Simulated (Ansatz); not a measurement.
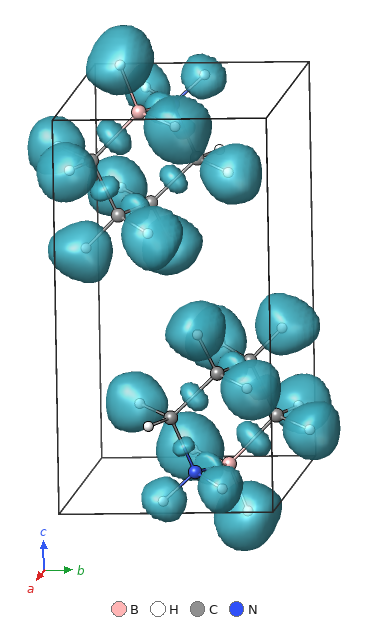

*BH12C4N. Isosurface of the electron localisation function at 0.85 (cyan), seen slightly off an axis. Only the valence region is drawn (cores and ρ < 0.01 e/Å³ removed). Sticks mark near contacts.*

Space group P-1.

Level of theory: DFT r2SCAN, scalar-relativistic, plane waves, PAW in Ansatz.

Core electrons are frozen (PAW), and the valence fields are smoothed inside the atomic spheres.

### Where are the electrons localised?

At this value the surface marks out two regions between bonded B–C atoms (shared pairs), two regions between bonded B–N atoms (shared pairs), six regions between bonded C–C atoms (shared pairs), two regions between bonded C–N atoms (shared pairs) and 24 regions around hydrogen nuclei, counted in one cell of 36 atoms. Any copies at cell faces, edges or corners count once. Profiles from the grid: N–H (1.02 Å): the ELF climbs to about 1 towards the hydrogen, as it does in any bond to H: an ordinary covalent bond to hydrogen. C–H (1.09 Å): the ELF climbs to about 1 towards the hydrogen (a covalent bond by its length).
